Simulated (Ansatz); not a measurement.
Cost and result by functional for the surface energy of the (30-32) surface of hcp Tl in its 1x1 cell, outermost plane spacing 0.97 Å in the ideal cut, in Ansatz (plane waves, PAW). Single points on the PBE structure, on one kind of machine; costs are rough ratios of the slab run's core time (references not counted) to the cheapest single point. r2SCAN's cost holds its higher cutoff (500 against 420 eV). Differences are taken against r2SCAN for comparison alone: no measured value is at hand, so the table doesn't rank accuracy.

Set-up: 22 atoms, 9.7 Å thick at the start (thin: gaps and levels are the slab's own); mesh 11x2x1; 0.1 eV smearing; dipole correction on; all atoms relaxed; start symmetry kept, larger cells not searched; no spin, no spin-orbit, no U. These notes are the PBE run's.

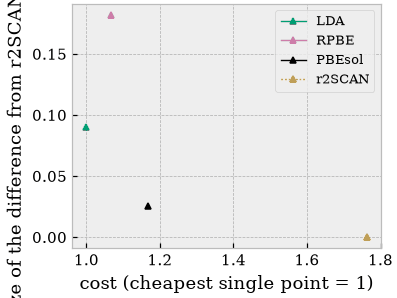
Fig. 1. Difference from r2SCAN against cost

```json
[
 {"functional": "LDA", "relative cost": "1", "surface energy (J/m²)": "0.44", "less r2SCAN (J/m²)": "0.09"},
 {"functional": "RPBE", "relative cost": "1", "surface energy (J/m²)": "0.17", "less r2SCAN (J/m²)": "-0.18"},
 {"functional": "PBEsol", "relative cost": "1", "surface energy (J/m²)": "0.38", "less r2SCAN (J/m²)": "0.03"},
 {"functional": "r2SCAN", "relative cost": "2", "surface energy (J/m²)": "0.35", "less r2SCAN (J/m²)": "0.00"},
 {"functional": "PBE (the relaxed run's value)", "relative cost": "–", "surface energy (J/m²)": "0.27", "less r2SCAN (J/m²)": "-0.08"}
]
```

The values span 0.27 J/m², while the single points' costs differ by a factor of roughly 2. Differences are of unrounded values.

Ansatz is a program for electronic structure.
